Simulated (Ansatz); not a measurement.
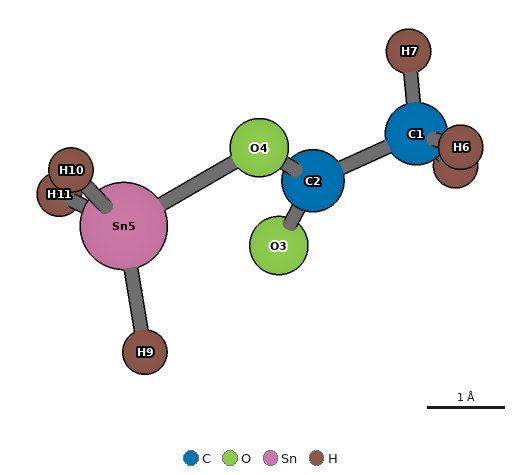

The structure (ball-and-stick view, seen at a tilt; atoms are numbered from 1 in the order of the input). Sticks mark near contacts. Bond lengths as drawn: C–C 1.50 Å, C–H 1.09 Å, C–O 1.22 to 1.31 Å, H–Sn 1.70 to 1.71 Å and O–Sn 2.05 Å.

## Single-point calculation, with input and output: C2H6O2Sn

- system: C2H6O2Sn, SMILES CC(=O)[O][SnH3]
- method: RKS BHLYP-D4/def2-TZVPP (Ansatz 0.2.0)

The geometry comes from this level: PBE0-D4/def2-TZVP.

### The program's output
```
Functional definition: BHLYP
  name "BHLYP"
  cite "Becke, J. Chem. Phys. 98, 1372 (1993) doi:10.1063/1.464304"
  cite "Becke, Phys. Rev. A 38, 3098 (1988) doi:10.1103/PhysRevA.38.3098"
  cite "Lee, Yang & Parr, Phys. Rev. B 37, 785 (1988) doi:10.1103/PhysRevB.37.785"
  parameter a = 0.5
  exchange = (1 - a)*b88_x + a*exact_x
  correlation = lyp_c
1634 factors; their error is unknown
mean field evaluation 1: about -12088.9282 eV, gradient 5.9e1 eV
mean field evaluation 2: about -12088.3182 eV, gradient 6.3e1 eV
mean field evaluation 4: about -12094.9605 eV, gradient 2.2e0 eV
mean field evaluation 8: about -12094.9684 eV, gradient 6.2e-2 eV
mean field evaluation 16: about -12095.1487 eV, gradient 1.3e-4 eV
mean field -12095.14872234 eV, -444.4885171597 hartree, gradient 5.4e-5 eV, S^2 0.000000; 0 other end points of the search recorded, 0 dependent functions left out
reference -12095.14892689 eV, -444.4885246768 hartree; 28, 28 occupied and 230, 230 virtual orbitals, 1634 factors
Total energy: -12095.43306776 eV, -444.4989666613 hartree
```

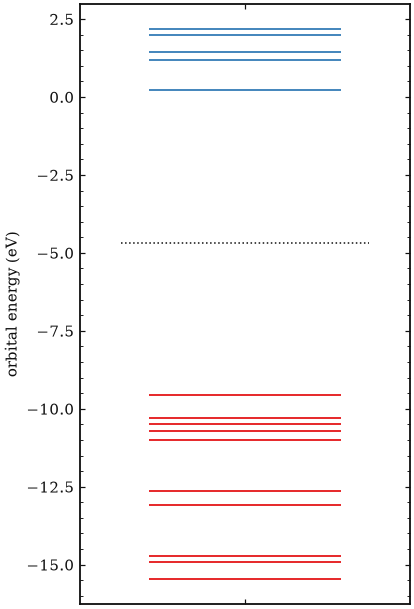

Orbital energies near the frontier; the dotted line parts filled from empty levels, and levels within 0.02 eV of each other stand side by side. Highest filled −9.57 eV, lowest empty 0.21 eV, 9.78 eV apart.

This output came from the following input.

### Input
```yaml
crystal:
  periodic: [false, false, false]
  atoms:
    - {symbol: C, position_ang: [0.093960, -1.658091, 1.221387]}
    - {symbol: C, position_ang: [-0.192044, -0.536125, 0.273431]}
    - {symbol: O, position_ang: [-1.232771, -0.427543, -0.358024]}
    - {symbol: O, position_ang: [0.761690, 0.350524, 0.152442]}
    - {symbol: Sn, position_ang: [0.063694, 1.730849, -1.198794]}
    - {symbol: H, position_ang: [0.298594, -1.252134, 2.213685]}
    - {symbol: H, position_ang: [0.992515, -2.186519, 0.897680]}
    - {symbol: H, position_ang: [-0.749664, -2.342233, 1.261946]}
    - {symbol: H, position_ang: [-1.286155, 2.533802, -0.559400]}
    - {symbol: H, position_ang: [1.452362, 2.727738, -1.166500]}
    - {symbol: H, position_ang: [-0.136880, 1.002832, -2.717153]}
basis:
  gaussian: {orbitals: def2-TZVPP}
hamiltonian: {xc: {name: BHLYP}, dispersion: d4}
output: {orbitals: {seedname: orbitals}}
```

Command:
```bash
ansatz run in.yaml --threads 4 --pin off --events-out ev --progress --plain --max-ram 10444MiB
```

### Summary

- outcome: converged
- total energy: −12095.4331 eV
- mean-field energy: −12095.1489 eV
- dispersion energy: −0.2841 eV
- SCF solution under orbital rotations: stable
- HOMO: −9.57 eV
- LUMO: 0.21 eV
- hardware: 4 threads of Arm Neoverse V2, 23 GiB of memory available, shared host
- wall time: 2.7 s (CPU time 10 s)
- peak memory: 0.69 GiB
